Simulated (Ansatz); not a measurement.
Dissociation curves of SbH2 (SMILES [SbH2])

The species is SbH2 (3 atoms), meant as a doublet with charge 0. SMILES: `[SbH2]`. The shape is that of a PBE0-D4/def2-TZVP optimisation.

```xyz
3

Sb    0.6598   -0.3463    0.3157
H     0.0467    1.2442    0.1632
H    -0.7173   -0.9627   -0.4921
```

The Sb1–H3 distance is scanned; the parts on either side stay rigid. Basis STO-3G, 18 core orbitals frozen in the correlated methods; program Ansatz 0.2.0. FCI is exact within this basis and core. Energies in eV from each method's value at 1.711 Å; open shells run as named. The shape above is that at 1.711 Å.

| distance (Å) | UPBE0 | UBHLYP | U-r2SCAN0 | UCAM-B3LYP | RPA@PBE | UBCCD(T) | UCCSDT | FCI |
| --- | --- | --- | --- | --- | --- | --- | --- | --- |
| 1.711 | 0.00 | 0.00 | 0.00 | 0.00 | 0.00 | 0.00 | 0.00 | 0.00 |
| 2.139 | 1.25 | 1.39 | 1.32 | 1.34 | 1.08 | 1.09 | 1.09 | 1.09 |
| 2.567 | 2.95 | 3.01 | 2.91 | 3.04 | 2.67 | 2.45 | 2.45 | 2.45 |
| 3.423 | 3.85 | 3.85 | 3.81 | 4.00 | 3.56 | 3.34 | 3.34 | 3.34 |
| 4.279 | 3.90 | 3.92 | 3.88 | 4.07 | 3.53 | 3.40 | 3.40 | 3.40 |

Departure from the FCI curve at its largest: UPBE0 +0.51 eV at 3.42 Å; UBHLYP +0.55 eV at 2.57 Å; U-r2SCAN0 +0.49 eV at 4.28 Å; UCAM-B3LYP +0.68 eV at 4.28 Å; RPA@PBE +0.22 eV at 3.42 Å; UBCCD(T) +0.01 eV at 3.42 Å; UCCSDT within 0.005 eV. For the functionals part of the departure is owed to the small basis.

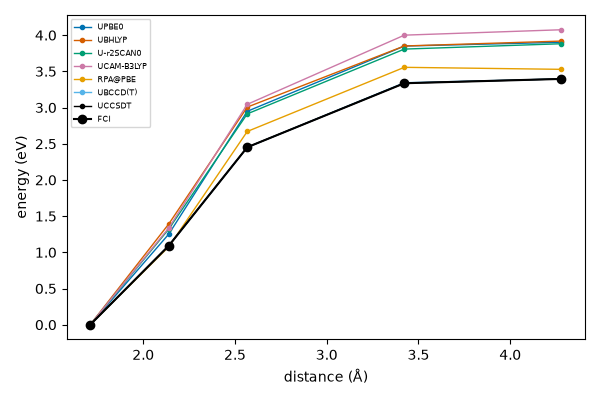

The curves of the table.
